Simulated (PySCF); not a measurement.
SMILES [SiH](F)([Si](C)(C)C)F at its GFN2-xTB optimised geometry (Å):

```
17

Si     0.7776     0.8801     0.0000
F      0.5066     2.4653     0.0000
F      2.3858     0.8801     0.0000
Si    -0.0212    -0.0674    -1.9517
C      0.4536    -1.9169    -2.0107
C      0.7024     0.8055    -3.4932
C     -1.9257     0.0710    -2.0017
H      0.4418     0.4818     1.3563
H      1.5305    -2.0546    -1.9777
H      0.0928    -2.3851    -2.9218
H      0.0290    -2.4653    -1.1744
H      0.3364     0.3625    -4.4159
H      0.4381     1.8596    -3.5079
H      1.7873     0.7431    -3.5070
H     -2.3858    -0.4402    -1.1607
H     -2.3270    -0.3716    -2.9087
H     -2.2525     1.1064    -1.9721
```

Computed with CAM-B3LYP/def2-SVP (PySCF). Cells within 0.4 Å of a nucleus heavier than hydrogen are left out (blank, or x).

Map of the electron localisation function on the plane z = 0.0 Å:

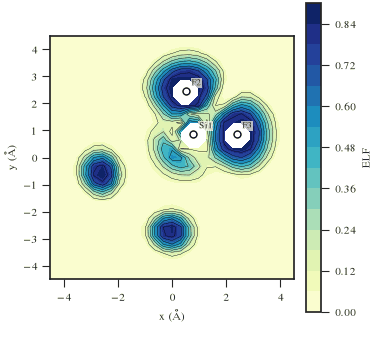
Electron localisation function on the plane z = 0.0 Å.
